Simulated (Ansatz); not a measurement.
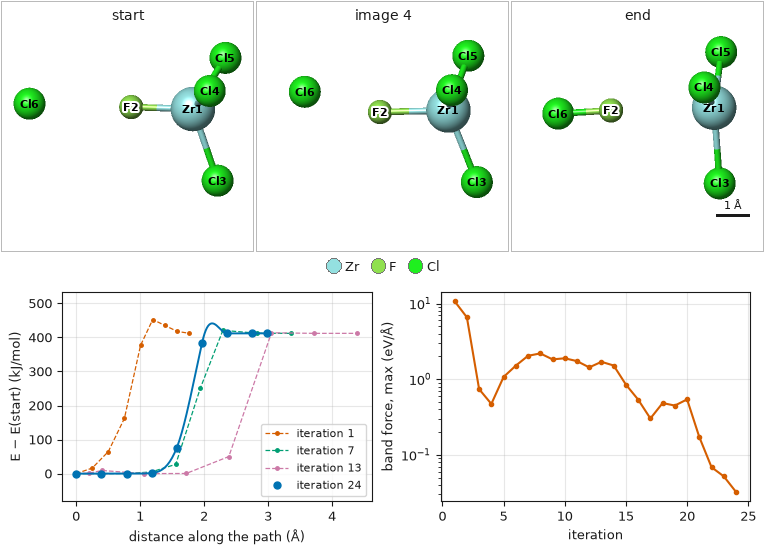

NEB run on ZrCl4F (multiplicity 2), made up of ZrCl3F and Cl. Images are numbered from 0 (start) to 8 (end). The plot follows the band through its iterations. A ball-and-stick model, seen at a tilt.

All numbers below come from Ansatz 0.2.0, UHF/def2-SVP. Run with 7 movable images; climbing image; force threshold 0.05 eV/Å; iteration limit 60; starting path through a guess of the saddle point.

How did the profile develop, and is the result final?

The run is converged, with reservations. The band converged in 24 iterations. The largest component of the band force went from 11 to 0.032 eV/Å. The first iteration put the highest image at 452.6 kJ/mol. There is no barrier: the inner images dip to −0.2 kJ/mol relative to the start, below both ends (the end lies at +412.0 kJ/mol), so the ends aren't minima along this motion.

Limits of the set-up: the start holds two separate molecules, 3.1 Å apart at their closest, whose relative position is a soft coordinate and is computed without a dispersion correction; Hartree-Fock leaves out electron correlation.
